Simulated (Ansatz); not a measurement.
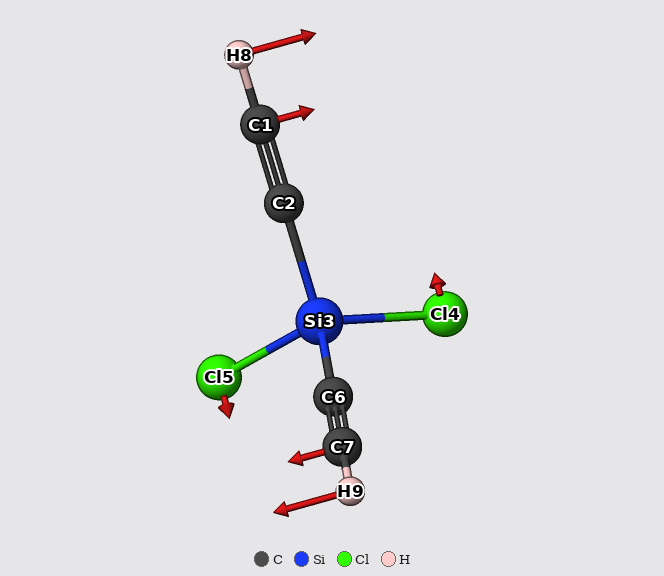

The arrows show one normal mode. Harmonic vibrations computed with RKS PBE0-D4/def2-TZVP (Ansatz 0.2.0) at a stationary point of the same level.

At what wavenumber does it lie?

99 cm⁻¹; it is mode 2 of 21 counted from the lowest.
